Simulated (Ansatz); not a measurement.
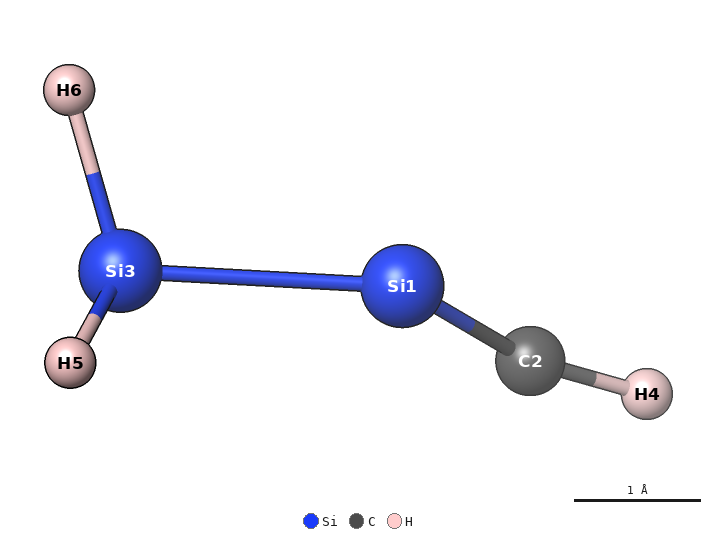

Orthographic view. Depth is shown by fading: the farther an atom, the more it takes the colour of the background. Charge 0, doublet. Computed geometry: PBE-D4/def2-SVP optimisation. No frequency run is at hand to confirm it as a minimum.

List all interatomic distances (Å) as a matrix.

```tsv
atom	Si1	C2	Si3	H4	H5	H6
Si1	0.00					
C2	1.66	0.00				
Si3	2.27	3.65	0.00			
H4	2.72	1.09	4.74	0.00		
H5	3.13	4.56	1.51	5.62	0.00	
H6	3.12	4.57	1.51	5.63	2.44	0.00
```
